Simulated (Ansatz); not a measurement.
## Hypothetical CdI2 type CeO2, pressure series

Start from CeO$_{2}$ in the CdI2 type structure (space group P-3m1, No. 164; a = 3.6012 Å, c = 4.5255 Å; a hypothetical phase, not in the database extracts checked).

Cell and atoms are relaxed at each pressure.

Method: Ansatz (a quantum-chemistry and plane-wave program) PBE-D3(BJ), no spin-orbit coupling.

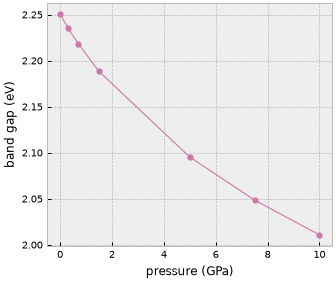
Figure. Band gap against pressure

Question: From the plot, what is the band gap for pressure 10 GPa?

Answer: About 2.01 eV.

Question: Is the trend monotonic over the range shown?

Answer: Yes, it falls throughout, spanning 2.01 eV to 2.25 eV.

Load acts through the strain it causes; cell and atoms are relaxed under it. Stability against distortions was not tested. Competing high-pressure phases were not computed. Seeded moments were not kept for the base. All final runs are without spin polarisation.
